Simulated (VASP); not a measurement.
Here is the system:

```yaml
crystal:
  lattice:
    - [-2.11532, 2.11532, 2.11532]
    - [2.11532, -2.11532, 2.11532]
    - [2.11532, 2.11532, -2.11532]
  atoms:
    - { symbol: Na, position: [0.00000, 0.00000, 0.00000] }
```

Method: SCAN meta-GGA, VASP's PBE PAW potentials (set 64) (plane waves; VASP 6.6.1). Numerical set-up: 520 eV cut-off, 14×14×14 Γ-centred mesh, tetrahedra with Blöchl corrections, potentials Na_pv.

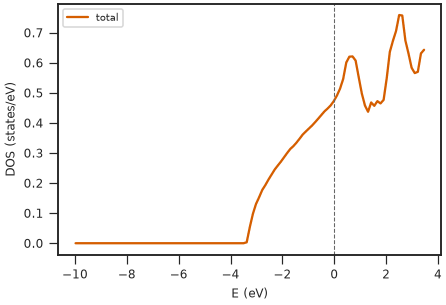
Total and projected density of states, zero at the Fermi level

Within 2 eV below the Fermi level the largest weight inside VASP's projection spheres is Na s, then Na p.

It has no gap at this level: it comes out as a metal or semimetal.

The compound is Na in the bcc structure. It was relaxed first.
